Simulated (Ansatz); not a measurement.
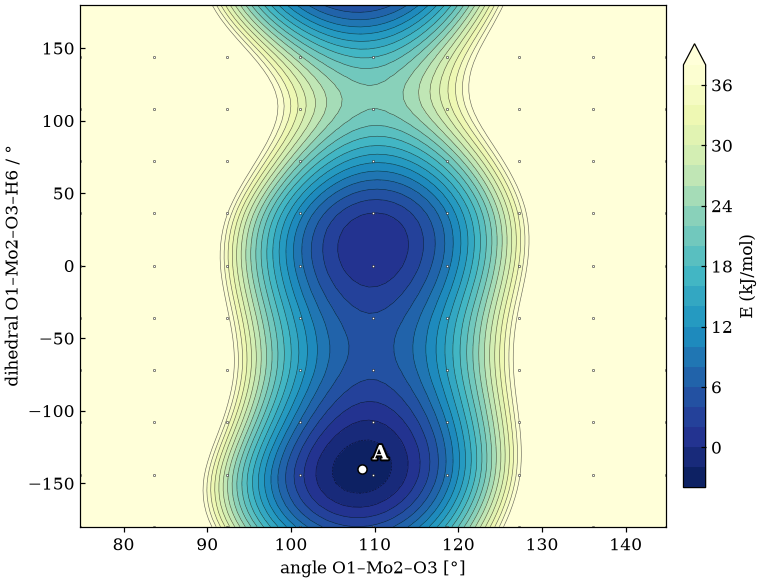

FHMoO₂Se, SMILES [O]=[Mo]([OH])([F])=[Se]. 
- First axis: angle O1–Mo2–O3. Second axis: dihedral O1–Mo2–O3–H6.
- Nothing is relaxed (all other coordinates rigid).
- Grid: 9 × 10 points.
- Energies: kJ/mol, counted from the relaxed molecule at the same level.
- Method: RKS PBE0-D4/def2-TZVP in Ansatz.

In the figure: filled contours, dots at the grid points, one colour for all values above the top of the scale, the well A. Between grid points the surface is interpolated.

### Where is the minimum, and how stiff is the well along each coordinate? Take the well at A.

The interpolated minimum is at angle O1–Mo2–O3 ≈ 108.5°, dihedral O1–Mo2–O3–H6 ≈ −140°. The curvatures there are about 7.8 eV/rad² and 0.31 eV/rad², with a cross term of about −0.18 eV/rad². Round the minimum the two coordinates are weakly coupled (coupling −0.12 in units of the two stiffnesses). (1 eV is 96.5 kJ/mol.)
